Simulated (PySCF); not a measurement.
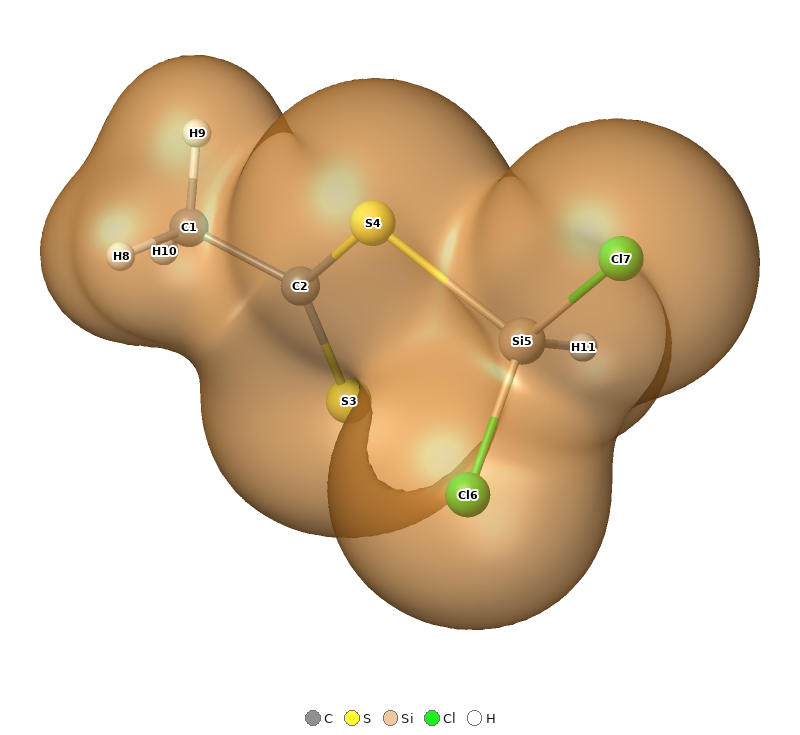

*C₂H₄Cl₂S₂Si (SMILES CC(=S)S[SiH](Cl)Cl). Isosurface of the electron density at 0.05 e/Å³ (orange), seen at a tilt.*

Geometry: GFN2-xTB.

All numbers below come from PBE0/def2-SVPD, SCF density, gas phase (PySCF 2.14.0).

| atom | x (Å) | y (Å) | z (Å) |
| --- | --- | --- | --- |
| C | -2.2182 | 0.0342 | 0.1623 |
| C | -0.7650 | -0.2814 | 0.1374 |
| S | -0.1529 | -1.6428 | 0.7946 |
| S | 0.2180 | 0.9354 | -0.6273 |
| Si | 2.2481 | 0.1430 | -0.3279 |
| Cl | 2.7505 | 0.2655 | 1.6010 |
| Cl | 3.3935 | 1.3674 | -1.4338 |
| H | -2.4173 | 0.7335 | 0.9762 |
| H | -2.5276 | 0.5115 | -0.7657 |
| H | -2.7974 | -0.8696 | 0.3348 |
| H | 2.2737 | -1.1940 | -0.8775 |

Q: Which contacts does the surface bridge?

A: At this value the surface is in one piece. It bridges the sampled C–C (1.49 Å), C–S (1.63 Å), Si–Cl (2.00 Å) and Si–S (2.20 Å) contacts, where the density stays above the isovalue. On the grid the lowest density along these lines, outside the cores, is 1.8 e/Å³ (C–C, 1.49 Å), 1.5 e/Å³ (C–S, 1.63 Å), 0.7 e/Å³ (Si–Cl, 2.00 Å) and 0.6 e/Å³ (Si–S, 2.20 Å).
